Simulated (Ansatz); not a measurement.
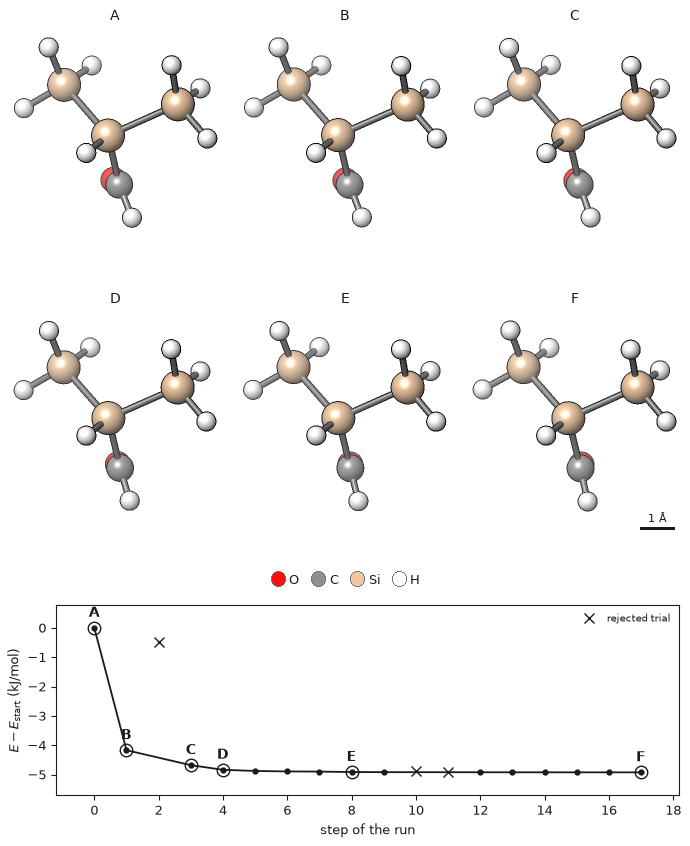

Frames of a relaxation of CH8OSi3, marked on the history of the run. A ball-and-stick model, seen at a tilt.

The start comes from PBE-D4/def2-SVP.

These are results of RKS PBE0-D4/def2-TZVP in Ansatz, not measurements.

Input file:
```yaml
crystal:
  periodic: [false, false, false]
  atoms:
    - {symbol: O, position_ang: [-2.159251, 1.113282, -1.012127]}
    - {symbol: C, position_ang: [-1.024184, 1.536035, -0.881116]}
    - {symbol: Si, position_ang: [0.453762, 0.328309, -0.465987]}
    - {symbol: Si, position_ang: [0.900770, 0.531448, 1.839463]}
    - {symbol: Si, position_ang: [-0.368432, -1.810344, -0.990470]}
    - {symbol: H, position_ang: [-0.808571, 2.649369, -0.974935]}
    - {symbol: H, position_ang: [1.686956, 0.732196, -1.238118]}
    - {symbol: H, position_ang: [1.304924, 1.941025, 2.182408]}
    - {symbol: H, position_ang: [2.012010, -0.403945, 2.235474]}
    - {symbol: H, position_ang: [-0.340715, 0.174839, 2.611105]}
    - {symbol: H, position_ang: [-0.895488, -1.832881, -2.398645]}
    - {symbol: H, position_ang: [-1.471276, -2.162273, -0.032007]}
    - {symbol: H, position_ang: [0.729994, -2.831662, -0.860045]}
basis:
  gaussian: {orbitals: def2-TZVP}
hamiltonian: {xc: pbe0, dispersion: d4}
relax: {f_tol: 0.005, max_steps: 150}
```

Run as
```bash
ansatz run in.yaml --threads 4 --pin off --events-out ev --progress --plain --max-ram 10444MiB
```

Q: What happens along the run?

A: The largest move after the best rigid fit is that of O1, 0.25 Å. Largest moves by element: O 0.25 Å, H 0.15 Å, Si 0.06 Å, C 0.05 Å. Among the contacts that change: C2–Si3 1.953 → 1.931 Å, C2–H6 1.138 → 1.116 Å, Si4–H10 1.505 → 1.486 Å, Si5–H12 1.503 → 1.485 Å. Among the angles between lasting bonds that change: C2–Si3–Si5 104.5° → 108.5°, C2–Si3–H7 110.1° → 108.1°. After 14 accepted moves (17 points after the start) the energy has fallen by 4.92 kJ/mol. The largest force component goes from 1.2 to 0.003 eV/Å. The line search rejected the trial steps at points 2, 10, 11 of the run. From step 0 to 1: O1 moves most (0.07 Å), energy −4.17 kJ/mol. From step 1 to 3: H6 moves most (0.04 Å), energy −0.51 kJ/mol. From step 3 to 4: O1 moves most (0.05 Å), energy −0.16 kJ/mol. From step 4 to 8: O1 moves most (0.07 Å), energy −0.08 kJ/mol. From step 8 to 17: O1 moves most (0.04 Å), energy −0.01 kJ/mol.

| step | E − E(0), kJ/mol | largest force component, eV/Å | note |
| --- | --- | --- | --- |
| 0 | 0.00 | 1.1689 |  |
| 1 | -4.17 | 0.1948 |  |
| 2 | -0.48 | 1.0463 | rejected |
| 3 | -4.68 | 0.0612 |  |
| 4 | -4.84 | 0.0409 |  |
| 5 | -4.88 | 0.0588 |  |
| 6 | -4.89 | 0.0738 |  |
| 7 | -4.90 | 0.0235 |  |
| 8 | -4.91 | 0.0211 |  |
| 9 | -4.92 | 0.0357 |  |
| 10 | -4.89 | 0.0796 | rejected |
| 11 | -4.91 | 0.0403 | rejected |
| 12 | -4.92 | 0.0060 |  |
| 13 | -4.92 | 0.0055 |  |
| 14 | -4.92 | 0.0096 |  |
| 15 | -4.92 | 0.0127 |  |
| 16 | -4.92 | 0.0108 |  |
| 17 | -4.92 | 0.0030 |  |
